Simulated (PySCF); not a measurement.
# C₈H₈O: excited states, first hyperpolarisability

Aim: compute the excited states, first hyperpolarisability of C₈H₈O (`C#C/C=C/C=C/C(C)=O`).

Computed with PySCF 2.14.0 and routines of our own; the level stands in each step. Atoms count from 0.

## 1. The system as given

17 atoms, charge 0, multiplicity 1; geometry from: GFN2-xTB.

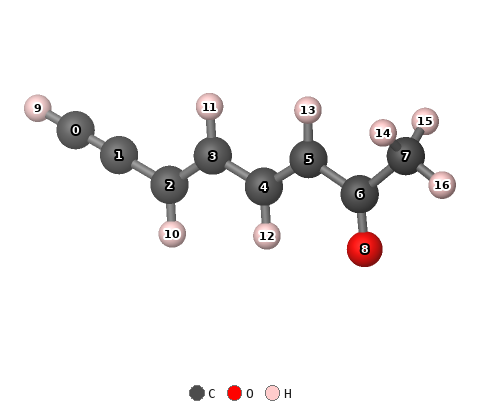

The starting geometry (carbon dark grey, oxygen red, hydrogen pink).

## 2. Geometry optimisation at PBE0-D3(BJ)/def2-SVP

What the job is given:

```
{"job": {"xc": "PBE0", "basis": "def2-SVP", "d3": "d3bj", "grid": 2, "kind": "geom"}, "charge": 0, "multiplicity": 1}
C      4.840025     0.214835     0.957996
C      3.758317    -0.133334     0.563180
C      2.504499    -0.550286     0.095554
C      1.350130     0.062129     0.419471
C      0.080519    -0.376771    -0.067778
C     -1.096271     0.195945     0.244460
C     -2.361788    -0.314837    -0.295627
C     -3.587807     0.440305     0.160866
O     -2.422371    -1.265418    -1.046988
H      5.782224     0.520267     1.303599
H      2.504039    -1.414579    -0.557602
H      1.364869     0.922612     1.076183
H      0.065549    -1.231315    -0.733859
H     -1.143255     1.050304     0.905176
H     -3.506246     1.482952    -0.140257
H     -3.657587     0.404770     1.246539
H     -4.481845     0.004449    -0.276223
```

On the command line:

```sh
$ OMP_NUM_THREADS=1 python excited_run.py task.json out
```

One launch serves the whole session: the jobs run in the order shown.

What it wrote:

```text
step   0  E = -384.06158280  max force = 0.019131
step   1  E = -384.06399394  max force = 0.003270
step   2  E = -384.06398822  max force = 0.001055
step   3  E = -384.06403090  max force = 0.000960
step   4  E = -384.06402348  max force = 0.000759
step   5  E = -384.06403523  max force = 0.000284
optimisation converged
```

Wall time 69 s (1 thread of Intel Xeon Platinum 8488C, shared host); peak memory 0.78 GiB.

The steps of the relaxation:

| step | energy from step 0 (eV) | largest force component (eV/Å) |
| --- | --- | --- |
| 0 | 0.0000 | 0.9838 |
| 1 | -0.0656 | 0.1682 |
| 2 | -0.0655 | 0.0543 |
| 3 | -0.0666 | 0.0494 |
| 4 | -0.0664 | 0.0390 |
| 5 | -0.0667 | 0.0146 |

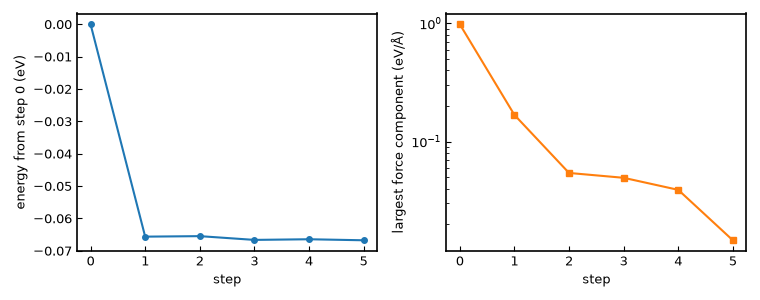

Energy and force, step by step.

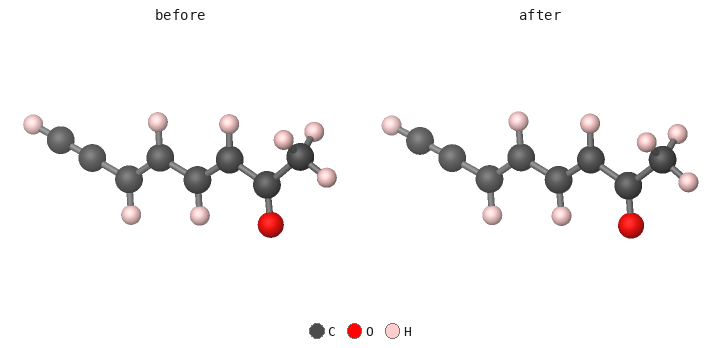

Before and after, at one scale.

Distances of close pairs at the start and the end, largest changes first:

| bond | before (Å) | after (Å) | change (Å) |
| --- | --- | --- | --- |
| C0–H9 | 1.049 | 1.075 | +0.026 |
| C5–C6 | 1.468 | 1.484 | +0.017 |
| C5–H13 | 1.081 | 1.095 | +0.014 |
| C7–H14 | 1.088 | 1.102 | +0.014 |
| C2–H10 | 1.083 | 1.097 | +0.014 |
| C7–H15 | 1.088 | 1.102 | +0.014 |
| C1–C2 | 1.402 | 1.415 | +0.014 |
| C4–H12 | 1.084 | 1.097 | +0.013 |

The next job starts from the end point, and lists it.

| at the end point | value |
| --- | --- |
| point group (found at 0.08 Å tolerance) | Cs |
| rotational constants (GHz, main isotopes) | 8.319, 0.506, 0.478 |
| dipole moment (D) | 2.75 |

## 3. Excited states: TDA CAM-B3LYP/def2-TZVP

What the job is given:

```
{"job": {"kind": "states", "xc": "CAM-B3LYP", "basis": "def2-TZVP", "tda": true, "soc": true, "nstates": 6, "ntriplets": 5, "nquad": 4}, "charge": 0, "multiplicity": 1}
C      4.799597     0.193107     0.770617
C      3.695564    -0.139030     0.386654
C      2.421792    -0.547553    -0.075282
C      1.257942     0.061042     0.257208
C     -0.019634    -0.383868    -0.231447
C     -1.200842     0.191753     0.075451
C     -2.469569    -0.342570    -0.479495
C     -3.730745     0.375492    -0.072622
O     -2.486774    -1.304478    -1.218991
H      5.773809     0.490424     1.112955
H      2.394669    -1.415783    -0.745267
H      1.281352     0.928043     0.925729
H     -0.050312    -1.251747    -0.901800
H     -1.243362     1.061981     0.739012
H     -3.679401     1.435065    -0.371135
H     -3.841738     0.357894     1.023687
H     -4.599753    -0.101278    -0.541632
```

With the program's defaults for keys left out, this is: TDA CAM-B3LYP/def2-TZVP excited states, vertical, gas phase, spin-orbit mean-field couplings.

What it wrote:

```text
coarse grid: 14736 points
cycle   1  E = -384.5722277923  dE =  1.478e+00  |g| = 8.851e-01  |ddm| = 3.901e+00
cycle   2  E = -384.3109974113  dE =  2.612e-01  |g| = 1.518e+00  |ddm| = 5.928e+00
cycle   3  E = -384.7329240402  dE = -4.219e-01  |g| = 1.160e-01  |ddm| = 4.651e+00
cycle   4  E = -384.7357022553  dE = -2.778e-03  |g| = 5.645e-02  |ddm| = 1.675e-01
cycle   5  E = -384.7364485524  dE = -7.463e-04  |g| = 1.635e-02  |ddm| = 6.583e-02
cycle   6  E = -384.7365155853  dE = -6.703e-05  |g| = 5.467e-03  |ddm| = 2.887e-02
cycle   7  E = -384.7365256917  dE = -1.011e-05  |g| = 2.784e-03  |ddm| = 1.375e-02
cycle   8  E = -384.7365278746  dE = -2.183e-06  |g| = 1.257e-03  |ddm| = 7.340e-03
final grid: 143848 points
cycle   9  E = -384.7291595863  dE = -4.254e-05  |g| = 4.252e-03  |ddm| = 8.979e-02
cycle  10  E = -384.7291590399  dE =  5.464e-07  |g| = 4.712e-03  |ddm| = 8.965e-03
cycle  11  E = -384.7291634357  dE = -4.396e-06  |g| = 1.231e-03  |ddm| = 5.065e-03
cycle  12  E = -384.7291637324  dE = -2.967e-07  |g| = 2.055e-04  |ddm| = 1.485e-03
cycle  13  E = -384.7291637418  dE = -9.447e-09  |g| = 1.096e-04  |ddm| = 5.578e-04
cycle  14  E = -384.7291637447  dE = -2.855e-09  |g| = 1.874e-05  |ddm| = 2.249e-04
cycle  15  E = -384.7291637448  dE = -1.282e-10  |g| = 1.209e-05  |ddm| = 6.056e-05
converged SCF energy = -384.7291637448

Singlet excitations
state   eV       nm        f     d(h-e)  d(exc)  Lambda  PR(NTO)  |dmu|/D   mu/D   main configurations
  1   3.6915   335.9   0.00006   1.533   3.150   0.373   1.006    5.090    4.397   H-1->L 0.81, H-1->L+1 0.16
  2   4.6375   267.4   1.33132   1.162   3.762   0.805   1.156    3.380    5.304   H->L 0.92
  3   4.8903   253.5   0.00001   2.040   3.610   0.319   1.015    7.087    8.593   H-2->L 0.85, H-2->L+1 0.11
  4   6.0599   204.6   0.00004   1.013   3.111   0.398   1.027    4.068    4.337   H->L+2 0.76, H-3->L+2 0.12
  5   6.1668   201.1   0.13072   0.476   3.180   0.754   1.683                     H-3->L 0.71, H-2->L+2 0.13
  6   6.3139   196.4   0.01507   0.238   4.087   0.715   1.581                     H->L+1 0.75, H-3->L 0.11

Triplet excitations (Tamm-Dancoff)
state   eV     d(h-e)  d(exc)  Lambda  PR(NTO)   main configurations
  1   2.3001   0.208   3.266   0.811   1.108   H->L 0.91
  2   3.2394   1.333   2.980   0.373   1.007   H-1->L 0.76, H-1->L+1 0.20
  3   4.0170   0.249   2.603   0.749   2.004   H-3->L 0.55, H->L+1 0.33
  4   4.6147   1.726   3.414   0.324   1.081   H-2->L 0.78, H-2->L+1 0.13
  5   5.3599   0.379   2.608   0.709   2.926   H-4->L 0.29, H-2->L+2 0.20, H-3->L+1 0.11
S1 - T1 = 1.3914 eV

Spin-orbit couplings |<S|Hso|T>| (cm-1)
             T1       T2       T3       T4       T5
S0        0.029   47.821    0.014    5.005    0.056
S1       12.960    0.165   16.807    0.312   13.490
S2        0.009   13.274    0.007   11.025    0.066
S3        6.361    0.253    5.522    0.005    3.816
S4        4.314    0.176    4.689    0.045    1.374
S5        0.009   15.693    0.006   12.249    0.007
S6        0.007    1.810    0.009    4.526    0.061
T1 sublevels (cm-1): 0.000 0.000 0.006   radiative rates (1/s): 2.65e-05 1.61e-05 0.0731
```

It took 93 s on 1 thread of Intel Xeon Platinum 8488C, shared host; peak memory 1.5 GiB.

In short:

| quantity | value |
| --- | --- |
| S1 less T1 | 1.39 eV |

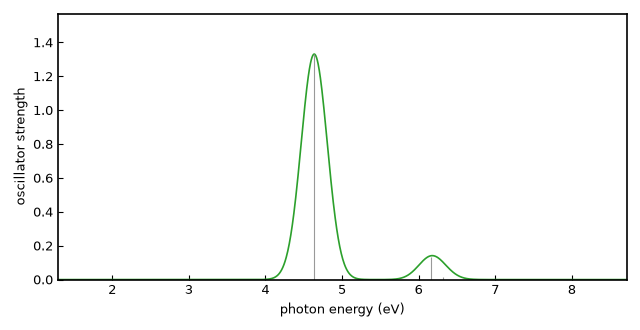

Absorption lines of the singlets. Lines are broadened to a width of 0.40 eV (Gaussian).

## 4. Excited states: TDDFT CAM-B3LYP/aug-cc-pVDZ

Settings changed since step 3:

```diff
@@ -1,2 +1,2 @@
-{"job": {"kind": "states", "xc": "CAM-B3LYP", "basis": "def2-TZVP", "tda": true, "soc": true, "nstates": 6, "ntriplets": 5, "nquad": 4}, "charge": 0, "multiplicity": 1}
+{"job": {"kind": "states", "xc": "CAM-B3LYP", "basis": "aug-cc-pVDZ", "tpa": true, "nstates": 8, "nquad": 6, "ntriplets": 0}, "charge": 0, "multiplicity": 1}
 C      4.799597     0.193107     0.770617
```

Method: TDDFT CAM-B3LYP/aug-cc-pVDZ excited states, vertical, gas phase, two-photon moments by quadratic response.

What it wrote:

```text
coarse grid: 14736 points
cycle   1  E = -384.4395275120  dE =  1.533e+00  |g| = 8.285e-01  |ddm| = 3.644e+01
cycle   2  E = -384.1912365897  dE =  2.483e-01  |g| = 1.444e+00  |ddm| = 6.163e+00
cycle   3  E = -384.5917087995  dE = -4.005e-01  |g| = 9.710e-02  |ddm| = 3.460e+00
cycle   4  E = -384.5937976128  dE = -2.089e-03  |g| = 5.091e-02  |ddm| = 7.626e-01
cycle   5  E = -384.5944519240  dE = -6.543e-04  |g| = 1.479e-02  |ddm| = 2.926e-01
cycle   6  E = -384.5945111228  dE = -5.920e-05  |g| = 5.053e-03  |ddm| = 1.045e-01
cycle   7  E = -384.5945202910  dE = -9.168e-06  |g| = 2.567e-03  |ddm| = 3.347e-02
final grid: 143848 points
cycle   8  E = -384.6208100862  dE = -1.809e-05  |g| = 4.969e-03  |ddm| = 6.004e-01
cycle   9  E = -384.6208026870  dE =  7.399e-06  |g| = 7.503e-03  |ddm| = 6.035e-02
cycle  10  E = -384.6208167355  dE = -1.405e-05  |g| = 8.785e-04  |ddm| = 3.180e-02
cycle  11  E = -384.6208169277  dE = -1.922e-07  |g| = 1.283e-04  |ddm| = 6.221e-03
cycle  12  E = -384.6208169351  dE = -7.347e-09  |g| = 1.141e-04  |ddm| = 1.466e-03
cycle  13  E = -384.6208169384  dE = -3.338e-09  |g| = 2.421e-05  |ddm| = 5.899e-04
cycle  14  E = -384.6208169387  dE = -2.583e-10  |g| = 1.512e-05  |ddm| = 2.498e-04
converged SCF energy = -384.6208169387

Singlet excitations
state   eV       nm        f     d(h-e)  d(exc)  Lambda  PR(NTO)  |dmu|/D   mu/D   delta(TPA)   sigma/GM   main configurations
  1   3.6471   340.0   0.00007   1.525   3.165   0.363   1.008    4.998    4.309        0.02      0.000   H-1->L 0.81, H-1->L+4 0.14
  2   4.2949   288.7   0.98881   0.997   3.721   0.781   1.204    2.855    4.893      992.33      6.706   H->L 0.96
  3   4.8614   255.0   0.00000   2.028   3.632   0.308   1.012    7.017    8.547        0.18      0.002   H-2->L 0.85, H-2->L+4 0.09
  4   5.8708   211.2   0.00016   1.203   3.738   0.232   1.076    5.296    6.441        6.78      0.086   H->L+9 0.23, H->L+3 0.21, H->L+2 0.15
  5   5.9135   209.7   0.02457   0.780   2.969   0.653   2.520    2.382    4.429       38.95      0.499   H-3->L 0.58, H->L+4 0.21
  6   6.0517   204.9   0.00549   1.935   4.673   0.190   1.070    7.902    5.447       20.07      0.269   H->L+1 0.64, H->L+3 0.10
  7   6.1586   201.3   0.02359   0.118   4.366   0.628   1.820                                            H->L+4 0.51, H-3->L 0.29, H->L+6 0.13
  8   6.4189   193.2   0.00022   0.994   4.783   0.230   1.502                                            H->L+2 0.42, H->L+9 0.16, H->L+3 0.08
```

Wall time 88 s (1 thread of Intel Xeon Platinum 8488C, shared host); peak memory 1.2 GiB.

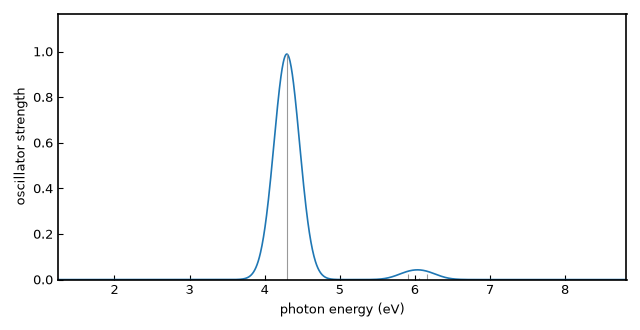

Absorption lines of the singlets. Lines are broadened to a width of 0.40 eV (Gaussian).

## 5. First hyperpolarisability: quadratic response CAM-B3LYP/aug-cc-pVDZ

Settings changed since step 4:

```diff
@@ -1,2 +1,2 @@
-{"job": {"kind": "states", "xc": "CAM-B3LYP", "basis": "aug-cc-pVDZ", "tpa": true, "nstates": 8, "nquad": 6, "ntriplets": 0}, "charge": 0, "multiplicity": 1}
+{"job": {"kind": "beta", "xc": "CAM-B3LYP", "basis": "aug-cc-pVDZ"}, "charge": 0, "multiplicity": 1}
 C      4.799597     0.193107     0.770617
```

Method: quadratic response CAM-B3LYP/aug-cc-pVDZ first hyperpolarisability, Taylor convention, gas phase.

What it wrote:

```text
coarse grid: 14736 points
cycle   1  E = -384.4395275120  dE =  1.533e+00  |g| = 8.285e-01  |ddm| = 3.644e+01
cycle   2  E = -384.1912365897  dE =  2.483e-01  |g| = 1.444e+00  |ddm| = 6.163e+00
cycle   3  E = -384.5917087995  dE = -4.005e-01  |g| = 9.710e-02  |ddm| = 3.460e+00
cycle   4  E = -384.5937976128  dE = -2.089e-03  |g| = 5.091e-02  |ddm| = 7.626e-01
cycle   5  E = -384.5944519240  dE = -6.543e-04  |g| = 1.479e-02  |ddm| = 2.926e-01
cycle   6  E = -384.5945111228  dE = -5.920e-05  |g| = 5.053e-03  |ddm| = 1.045e-01
cycle   7  E = -384.5945202910  dE = -9.168e-06  |g| = 2.567e-03  |ddm| = 3.347e-02
final grid: 143848 points
cycle   8  E = -384.6208100862  dE = -1.809e-05  |g| = 4.969e-03  |ddm| = 6.004e-01
cycle   9  E = -384.6208026870  dE =  7.399e-06  |g| = 7.503e-03  |ddm| = 6.035e-02
cycle  10  E = -384.6208167355  dE = -1.405e-05  |g| = 8.785e-04  |ddm| = 3.180e-02
cycle  11  E = -384.6208169277  dE = -1.922e-07  |g| = 1.283e-04  |ddm| = 6.221e-03
cycle  12  E = -384.6208169351  dE = -7.342e-09  |g| = 1.141e-04  |ddm| = 1.466e-03
cycle  13  E = -384.6208169384  dE = -3.341e-09  |g| = 2.421e-05  |ddm| = 5.899e-04
cycle  14  E = -384.6208169387  dE = -2.591e-10  |g| = 1.512e-05  |ddm| = 2.498e-04
converged SCF energy = -384.6208169387

Lowest singlets (eV, f): 3.6471 0.0001  4.2949 0.9888  4.8614 0.0000

First hyperpolarisability (au)
process     nm      |vector|   parallel      HRS      DR
static         -     1148.27     245.87      491.4   4.507
shg       1907.0     1353.73     293.34     577.37    4.56
eope      1907.0     1211.61     260.52          -       -
shg       1064.0     2038.82     450.81     863.53   4.672
eope      1064.0     1370.06      297.1          -       -
```

Wall time 67 s (1 thread of Intel Xeon Platinum 8488C, shared host); peak memory 1.2 GiB.

## 6. Outcome

| quantity | value |
| --- | --- |
| point group | Cs |
| rotational constants (main isotopes) | 8.32, 0.51, 0.48 GHz |
| S1 less T1 (step 3, TDA CAM-B3LYP/def2-TZVP) | 1.39 eV |
| β vector (step 5, quadratic response CAM-B3LYP/aug-cc-pVDZ) | static 1148, SHG 1907.0 nm 1354, SHG 1064.0 nm 2039 au |

Relaxing lowered the energy by 0.067 eV in 5 steps; the close pair that moved most is C0–H9, from 1.049 to 1.075 Å. In step 3, the number of triplets below S1 is 2, and the largest singlet-triplet spin-orbit coupling is S0–T2, 47.82 cm⁻¹. β grows from 1148 au (static) to 2039 au for doubling at 1064.0 nm: normal dispersion, which grows as twice the photon energy moves toward the bright states.
